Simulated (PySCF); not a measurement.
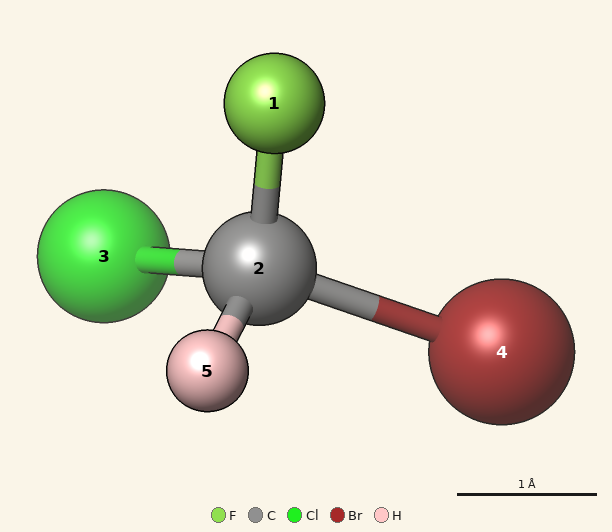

Orthographic view. Depth is shown by fading: the farther an atom, the more it takes the colour of the background. The computed structure is the end point of a PBE0-D3(BJ)/def2-SVP optimisation. No frequency run is at hand to confirm it as a minimum.

Write a MOL file (V2000) with the atoms in numerical order, bonds sorted by atom number with the orders drawn, and coordinates in the frame of the picture: x right, y up, z towards the viewer, origin at the mean position.

```
CHBrClF
                    3D

  5  4  0  0  0  0  0  0  0  0999 V2000
    0.0400    1.2100    0.7100 F   0  0  0  0  0  0  0  0  0  0  0  0
   -0.0700    0.0100    0.1200 C   0  0  1  0  0  0  0  0  0  0  0  0
   -1.2000    0.1000   -1.2300 Cl  0  0  0  0  0  0  0  0  0  0  0  0
    1.6800   -0.5900   -0.4400 Br  0  0  0  0  0  0  0  0  0  0  0  0
   -0.4500   -0.7300    0.8400 H   0  0  0  0  0  0  0  0  0  0  0  0
  1  2  1  0
  2  3  1  0
  2  4  1  0
  2  5  1  0
M  END
```
